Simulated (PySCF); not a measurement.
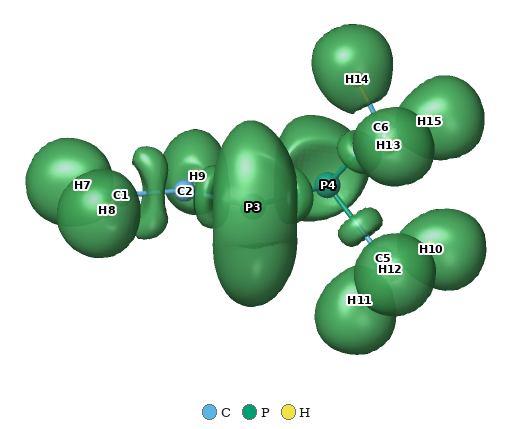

Figure. C$_{4}$H$_{9}$P$_{2}$ (SMILES C=C[P-]P(C)C) (charge −1). Isosurface of the electron localisation function at 0.8 (green), seen at an oblique angle. Only the valence region is drawn (cores and ρ < 0.01 e/Å³ removed).

Geometry: GFN2-xTB.

All numbers below come from PBE0/pcSseg-1, SCF density, gas phase, non-relativistic in PySCF 2.14.0.

```xyz
15

C     3.4233   -0.6172    0.0645
C     2.1365   -0.3826    0.3490
P     0.8325   -0.1988   -0.8374
P    -0.7306    0.1363    0.5768
C    -2.0426   -1.0333   -0.0550
C    -1.5237    1.6800   -0.1162
H     4.1693   -0.7185    0.8423
H     3.7710   -0.7158   -0.9517
H     1.8317   -0.2908    1.3886
H    -3.0099   -0.7971    0.3914
H    -1.7554   -2.0481    0.2192
H    -2.1045   -0.9633   -1.1416
H    -1.6189    1.5909   -1.1990
H    -0.8783    2.5277    0.1129
H    -2.5048    1.8387    0.3342
```

**Identify the bonds, lone pairs and shells in this picture.**

The surface consists of one region between bonded C–C atoms (shared pairs), three regions between bonded C–P atoms (shared pairs), one region between bonded P–P atoms (shared pairs), nine regions around hydrogen nuclei and two lobes on P, pointing away from the bonds (lone pairs). Along the contacts the grid gives the following. C–C (1.34 Å): the ELF peaks at about 0.95 between the atoms (a multiple bond). C–P (1.77 Å): the ELF peaks at about 0.95 between the atoms: a covalent bond.
